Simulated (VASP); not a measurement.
Shape and ions are relaxed at each volume.

Energy against volume of WC (wc). The numbers are results of LDA (Ceperley-Alder, Perdew-Zunger), VASP's LDA PAW potentials (set 64) (plane waves; VASP), not measurements.

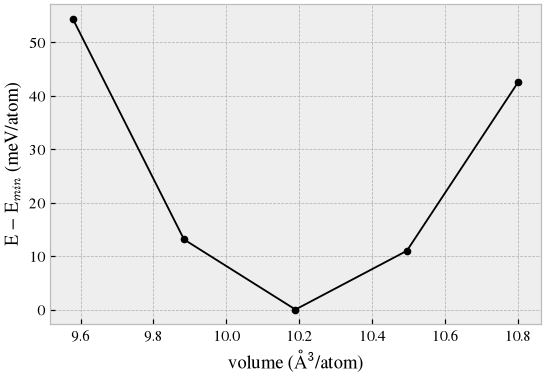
Energy against volume

Task: Estimate the equilibrium volume and the bulk modulus.

Result: The minimum lies near 10.2 Å³/atom, and the curvature gives B0 of about 420 GPa.

The compound is WC in the wc structure. It was relaxed first.
